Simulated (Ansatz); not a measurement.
# A computed series for Hf: pressure series

Take Hf in the hcp (Mg type) structure (space group P6_3/mmc, No. 194; a = 3.204 Å, c = 5.069 Å) as the base.

Cell and atoms are relaxed at each pressure.

The values are results of plane-wave PAW DFT at the PBE level (Ansatz, a quantum-chemistry and plane-wave program, 420 eV), no spin-orbit coupling, not measurements.

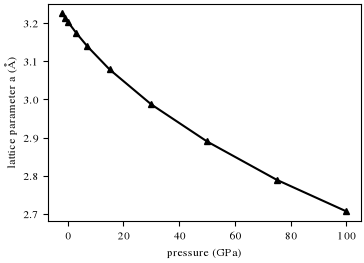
Fig. 1. Lattice parameter a against pressure

```csv
pressure (GPa),lattice parameter a
-2,3.226 Å
-1,3.215 Å
3,3.175 Å
7,3.140 Å
15,3.079 Å
30,2.987 Å
50,2.890 Å
75,2.789 Å
100,2.707 Å
```

Load acts through the strain it causes; cell and atoms are relaxed under it. Whether these cells are dynamically stable was not tested. Competing high-pressure phases were not computed. All final runs are without spin polarisation.
